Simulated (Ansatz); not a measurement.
## What a change does: single-point calculation on CH2BSi

System: CH2BSi, charge −1.
Method of the first run: RKS r2SCAN-D4/def2-TZVPPD (Ansatz 0.2.0).

The geometry: a frame of the PBE0-D4/def2-SVP trajectory. Text and figures count atoms from 1; the logs count them from 0 in places.

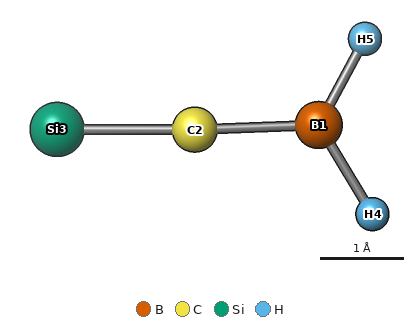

The structure as given in the input (ball-and-stick view, seen on its broad side; atoms are numbered from 1 in the order of the input).

**Input, the first run**
```yaml
crystal:
  periodic: [false, false, false]
  atoms:
    - {symbol: B, position_ang: [0.453299, -0.384768, -0.314587]}
    - {symbol: C, position_ang: [-0.609671, 0.417866, 0.390023]}
    - {symbol: Si, position_ang: [-1.753128, 1.421837, 1.099828]}
    - {symbol: H, position_ang: [0.106323, -1.383629, -1.007063]}
    - {symbol: H, position_ang: [1.584141, 0.003932, -0.325516]}
basis:
  gaussian: {orbitals: "def2-TZVPPD.json"}
total_charge: -1
hamiltonian: {xc: r2scan, dispersion: d4}
output: {forces: true}
```

Command:
```bash
ansatz run in.yaml --threads 1 --pin off --events-out ev --progress --plain --max-ram 4352MiB
```

Hardware: 1 CPU thread, shared host.

**Output (the first run)**
```
Functional definition: r2SCAN
  parameter k0 = 0.174
  parameter k1 = 0.065
  parameter a1 = 4.9479
  exchange = r2scan_x(k0 = k0, k1 = k1, a1 = a1)
  correlation = r2scan_c
762 factors; their error is unknown
mean field evaluation 1: about -9615.5236 eV, gradient 4.2e1 eV
mean field evaluation 2: about -9566.6591 eV, gradient 1.1e2 eV
mean field evaluation 4: about -9620.3407 eV, gradient 1.1e1 eV
mean field evaluation 8: about -9620.8532 eV, gradient 3.7e-2 eV
mean field evaluation 16: about -9620.8381 eV, gradient 2.9e-4 eV
mean field -9620.83807204 eV, -353.5592779093 hartree, gradient 3.5e-5 eV, S^2 0.000000; 0 other end points of the search recorded, 0 dependent functions left out
the calculation of the forces begins
reference -9620.83808596 eV, -353.5592784208 hartree; 14, 14 occupied and 142, 142 virtual orbitals, 762 factors
Total energy: -9620.86349058 eV, -353.5602120235 hartree
Atom 0 at     0.453299    -0.384768    -0.314587 Å, force    -1.808078     0.252474    -0.064641 eV/Å
Atom 1 at    -0.609671     0.417866     0.390023 Å, force     0.677504    -0.415283    -0.307733 eV/Å
Atom 2 at    -1.753128     1.421837     1.099828 Å, force     0.199928    -0.235198    -0.130805 eV/Å
Atom 3 at     0.106323    -1.383629    -1.007063 Å, force     0.517665     0.583316     0.532924 eV/Å
Atom 4 at     1.584141     0.003932    -0.325516 Å, force     0.412981    -0.185309    -0.029745 eV/Å
Dipole moment:    -0.059813     0.094225     0.068027 e Å
```

For the second run the input was changed thus:
```diff
-hamiltonian: {xc: r2scan, dispersion: d4}
+hamiltonian: {xc: pbe, dispersion: d4}
```

Predict how the results change.

The total energies belong to different models, so their difference says nothing on which is more stable or more accurate. The largest force goes from 1.827 to 1.787 eV/Å.

**Output (the second run)**
```
Functional definition: PBE
  parameter kappa = 0.804
  parameter beta = 0.06672455060314922
  exchange = pbe_x(kappa = kappa, mu = beta*pi^2/3)
  correlation = pbe_c(beta = beta)
762 factors; their error is unknown
mean field evaluation 1: about -9609.4784 eV, gradient 4.8e1 eV
mean field evaluation 2: about -9516.9799 eV, gradient 1.4e2 eV
mean field evaluation 4: about -9615.2813 eV, gradient 1.5e1 eV
mean field evaluation 8: about -9616.2265 eV, gradient 1.9e-1 eV
mean field evaluation 16: about -9616.2094 eV, gradient 2.0e-4 eV
mean field -9616.20941780 eV, -353.3891780034 hartree, gradient 2.2e-5 eV, S^2 0.000000; 0 other end points of the search recorded, 0 dependent functions left out
the calculation of the forces begins
reference -9616.20946092 eV, -353.3891795880 hartree; 14, 14 occupied and 142, 142 virtual orbitals, 762 factors
Total energy: -9616.32126372 eV, -353.3932882649 hartree
Atom 0 at     0.453299    -0.384768    -0.314587 Å, force    -1.773643     0.211945    -0.042215 eV/Å
Atom 1 at    -0.609671     0.417866     0.390023 Å, force     0.875496    -0.608966    -0.436021 eV/Å
Atom 2 at    -1.753128     1.421837     1.099828 Å, force    -0.108305     0.040163     0.060704 eV/Å
Atom 3 at     0.106323    -1.383629    -1.007063 Å, force     0.455602     0.471084     0.446279 eV/Å
Atom 4 at     1.584141     0.003932    -0.325516 Å, force     0.550849    -0.114226    -0.028748 eV/Å
Dipole moment:    -0.091557     0.118488     0.087815 e Å
```

**The two runs side by side**

```csv
quantity,the first run,the second run
outcome,converged,converged
total energy (hartree),−353.560212,−353.393288
largest force (eV/Å),1.827,1.787
basis functions,156,156
wall time (shared host),3.7 s,2.5 s
```
